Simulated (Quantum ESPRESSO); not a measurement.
# How far to go with the k-point mesh: Cs (Im-3m, 1 atom in the cell)

```
Cs
1.0
   -3.03475     3.03475     3.03475
    3.03475    -3.03475     3.03475
    3.03475     3.03475    -3.03475
Cs
1
Direct
  0.00000   0.00000   0.00000
```

Method of the run: PBEsol, PseudoDojo standard norm-conserving (PBESOL) pseudopotentials (plane waves; Quantum ESPRESSO).

Base settings: ecutwfc = 50 Ry; occupations = smearing; smearing = gauss; degauss = 0.0073499 Ry; potentials = {Cs: Cs.upf}; K_POINTS = automatic 8 8 8 0 0 0; conv_thr = 1e-09 Ry.

The second cell is the first with its lattice scaled by 0.98.

Only quantities that move along the ladder and can be compared are tabulated.

The count of work is k-points × plane waves × bands × iterations; it is no time. Core times come from one kind of shared machine, to one figure; runs under 30 s give none.

The starting cell has typed, rounded lattice constants, without a prior relaxation at this level. Its lattice was rescaled by up to half a per cent.

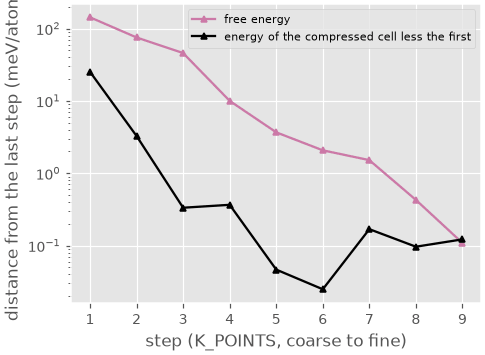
*Distance from the last step along the ladder; very small values are drawn at a floor.*

```csv
K_POINTS,free energy less the last step's (meV/atom),energy of the compressed cell less the first (meV/atom),pressure (GPa),count of work / last,core time / last (rough)
automatic 2 2 2 0 0 0,142.93,-25.15,-0.61,0.013,–
automatic 3 3 3 0 0 0,-75.27,-3.21,-0.14,0.021,–
automatic 4 4 4 0 0 0,45.81,0.40,-0.04,0.041,–
automatic 6 6 6 0 0 0,10.01,0.43,-0.05,0.082,–
automatic 8 8 8 0 0 0,3.68,0.11,-0.06,0.15,–
automatic 9 9 9 0 0 0,-2.07,0.04,-0.06,0.18,–
automatic 11 11 11 0 0 0,-1.52,-0.11,-0.07,0.29,0.2
automatic 14 14 14 0 0 0,0.43,0.16,-0.06,0.53,0.6
automatic 17 17 17 0 0 0,-0.11,-0.06,-0.06,0.85,1
automatic 18 18 18 0 0 0,0.00,0.06,-0.06,1.0,1
```

Coarsest K_POINTS that holds the free energy within 0.5 meV/atom of the last step, with all finer ones: automatic 14 14 14 0 0 0; the step before is off by 1.5 meV/atom.

Coarsest K_POINTS that holds the pressure within 0.2 GPa of the last step, with all finer ones: automatic 3 3 3 0 0 0, at 0.021 of the last step's count of work; the step before is off by 0.54 GPa.

Coarsest K_POINTS that holds the energy of the compressed cell less the first within 2 meV/atom of the last step, with all finer ones: automatic 4 4 4 0 0 0, at 0.041 of the last step's count of work; the step before is off by 3.3 meV/atom.

The energy difference between the two cells stays within 1 meV/atom of the last step's from automatic 4 4 4 0 0 0 on, the total only from automatic 14 14 14 0 0 0 on: much of the error is common to both cells and cancels.
